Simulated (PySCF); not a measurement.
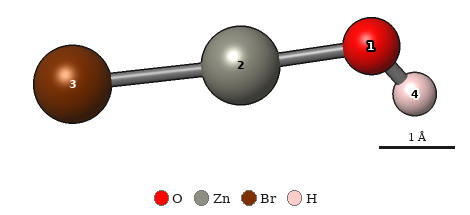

Figure 1. The input geometry (ball-and-stick view, seen at a tilt; atoms are numbered from 1 in the order of the input). Sticks mark near contacts. Bond lengths as drawn: Br–Zn 2.27 Å, H–O 0.94 Å and O–Zn 1.77 Å.

## Run report: ZnHBrO, frequency calculation

The run: frequency calculation of ZnHBrO, SMILES [OH][Zn][Br]. Method and program: HF/Sapporo-DZP, RHF (PySCF 2.14.0).

The geometry was optimised with HF/Sapporo-DZP symmetrised. Figures and captions count atoms from 1; the log counts them from 0 in places.

What the program printed:
```
converged SCF energy = -4425.72949801831
total energy: -4425.72949802 hartree
Mode                                 0                   1                   2
Irrep
Freq [cm^-1]                      115.6505            119.5442            296.5591
Reduced mass [au]                   8.8735              9.6194             36.0502
Force const [Dyne/A]                0.0699              0.0810              1.8680
Char temp [K]                     166.3953            171.9975            426.6825
Normal mode                   x     y     z       x     y     z       x     y     z
       0   O                 0.05  0.12  0.10    0.10  0.06 -0.12   -0.07  0.05 -0.03
       1  Zn                -0.02 -0.06 -0.05   -0.05 -0.03  0.06   -0.05  0.04 -0.03
       2  Br                 0.01  0.02  0.02    0.02  0.01 -0.02    0.06 -0.04  0.03
       3   H                -0.03  0.26  0.11    0.16  0.10 -0.18   -0.07  0.05 -0.03
Mode                                 3                   4                   5
Irrep
Freq [cm^-1]                      691.8737            758.2460           4178.0201
Reduced mass [au]                   2.0421              2.0605              1.0677
Force const [Dyne/A]                0.5759              0.6980             10.9808
Char temp [K]                     995.4522           1090.9472           6011.2407
Normal mode                   x     y     z       x     y     z       x     y     z
       0   O                -0.10  0.13 -0.02   -0.12  0.05 -0.08   -0.04 -0.02 -0.04
       1  Zn                 0.02 -0.03  0.01    0.04 -0.02  0.02    0.00 -0.00  0.00
       2  Br                -0.00  0.00 -0.00   -0.00  0.00 -0.00    0.00 -0.00  0.00
       3   H                 0.31 -0.60 -0.04   -0.40  0.54 -0.07    0.59  0.32  0.69
temperature 500.0000 [K]
pressure 101325.00 [Pa]
Rotational constants [GHz] 828.87374 1.55020 1.54731
Symmetry number 1
Zero-point energy (ZPE) 0.01403 [Eh]   36844.346 [J/mol]
                           tot       elec      trans        rot        vib
Entropy [J/mol/K]       335.754      0.000    182.966    101.036     51.752
Cv [J/mol/K]             60.961      0.000     12.472     12.472     36.018
Cp [J/mol/K]             69.275      0.000     20.786     12.472     36.018
Internal energy [J/mol]                      6235.845   6235.845  48926.952
Internal energy [Eh]   -4425.70611  -4425.72950
Enthalpy [J/mol]                            10393.075   6235.845  48926.952
Enthalpy [Eh]          -4425.70453
Gibbs free energy [J/mol]                  -81089.827 -44282.229  23051.144
Gibbs free energy [Eh] -4425.76847
```

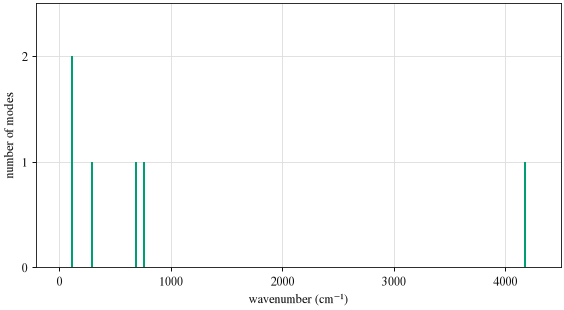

Figure 2. Harmonic vibrational wavenumbers from the force constants; neighbouring modes closer than 18 cm⁻¹ are counted in one stick. 6 modes from 116 to 4178 cm⁻¹, none imaginary.

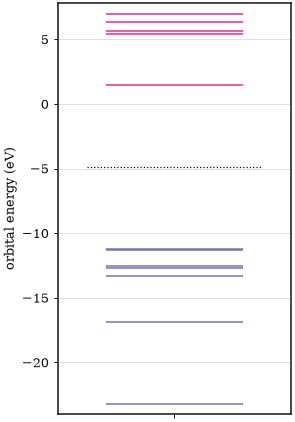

Figure 3. Orbital energies near the frontier; the dotted line parts filled from empty levels, and levels within 0.02 eV of each other stand side by side. Highest filled −11.25 eV, lowest empty 1.47 eV, 12.72 eV apart.

This output came from the following input.

Input (input.py):
```python
from pyscf import gto, symm
from pyscf.hessian import thermo

mol = gto.Mole()
mol.atom = [
    ('O', (-1.999200, 1.522003, -0.980626)),
    ('Zn', (-0.693479, 0.502975, -0.353249)),
    ('Br', (1.000386, -0.731568, 0.506437)),
    ('H', (-2.568653, 1.195556, -1.658080)),
]
mol.basis = 'sapporo-dzp'
mol.max_memory = 1860
mol.spin = 0
mol.verbose = 3
mol.charge = 0
mol.build()

myscf = mol.RHF()
myscf.max_cycle = 100
myscf.kernel()
if not myscf.converged:
    myscf = myscf.newton().run(myscf.mo_coeff, myscf.mo_occ)

energy = myscf.e_tot
print(f'total energy: {energy:.8f} hartree')
hess = myscf.Hessian().kernel()
modes = thermo.harmonic_analysis(mol, hess)
thermo.dump_normal_mode(mol, modes)
symm.geom.TOLERANCE = 1e-3  # for the symmetry number
th = thermo.thermo(myscf, modes['freq_au'], 500, 101325)
thermo.dump_thermo(mol, th)
```

Launched with:
```bash
OMP_NUM_THREADS=1 python input.py
```

Summary:

```csv
quantity,value
outcome,converged
total energy,−4425.729498 hartree
basis functions,86
HOMO,−11.25 eV
LUMO,1.47 eV
zero-point energy,0.014033 hartree
dipole moment,1.94 D
"wavenumbers, lowest and highest",116 and 4178 cm⁻¹
hardware,"1 thread of Arm Neoverse V2, 24 GiB of memory available, shared host"
wall time,3.5 min
peak memory,0.19 GiB
```
